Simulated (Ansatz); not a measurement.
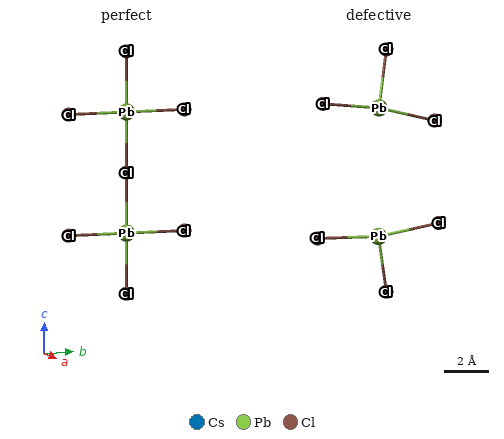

Left: perfect CsPbCl$_{3}$. Right: the same region with one point defect, after relaxing the atoms in a supercell of 40 sites. A ball-and-stick model of the atoms within 6.0 Å of one point, in a slice 3.4 Å thick across the line of sight, seen slightly off an axis.

Theory: Ansatz 0.2.0, DFT, PBEsol, PAW, plane waves. (plane-wave cutoff 420 eV; k-point mesh 1 × 1 × 1; mesh shifted by (0.25, 0.25, 0.25); no spin polarisation) Fermi-Dirac smearing of 0.01 eV. A uniform background neutralises the charged cell. The axes drawn are those of the host's conventional cell.

### What kind of defect was made?

A chlorine atom is taken out (a vacancy).

The charge state of the cell is +1.

### How does the lattice respond?

Around the empty Cl site the host had 2 Pb at 2.81 Å; after relaxation the nearest atoms are 2 Pb at 2.97 to 2.99 Å. Of the host's atoms, a chlorine atom moves furthest from its site, by 0.75 Å.

Limits of the set-up: the cell is charged, on a uniform background, and energies carry no finite-size correction.
